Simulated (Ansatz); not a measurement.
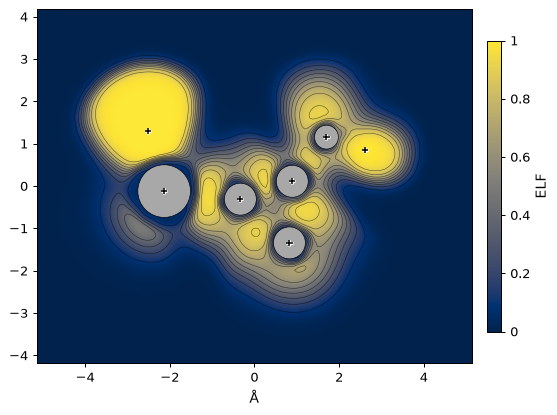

The ELF on a plane through atoms (crosses mark nuclei in the plane; grey discs cover the cores).

Theory: Ansatz, RKS PBE0-D4/def2-TZVPP.

Candidates:
A. CH₃Cl₃GeS (SMILES C[S][Ge]([Cl])([Cl])[Cl])
B. C₂H₇GaS (SMILES CC[S][GaH2])
C. C₃H₅ClOSi (SMILES OC1=C([SiH2]Cl)C1)

Which candidate gave the map?

Answer. Candidate C: C₃H₅ClOSi on the plane of atoms C2, C3 and Si4, which holds O, C, Si and H. C–C (1.30 Å): the ELF peaks at about 0.85 between the atoms: a multiple bond. C–O (1.32 Å): the ELF peaks at about 0.90 between the atoms; a polar covalent bond.
